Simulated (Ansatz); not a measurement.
Base system: SrO in the rock salt structure (space group Fm-3m, No. 225; a = 5.1225 Å).

Now apply this change: every Sr is replaced by Ba, then cell and atoms are relaxed.

All numbers come from PBEsol (Ansatz, a quantum-chemistry and plane-wave program; PAW; 420 eV plane waves; no SOC).

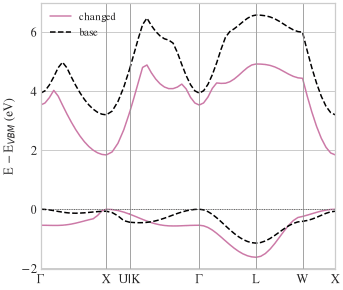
Figure: Highest valence and lowest conduction band along the path, each from its own valence-band maximum

The gap is 1.84 eV, direct at X; the base has 3.20 eV.

No phonon test of stability was made.
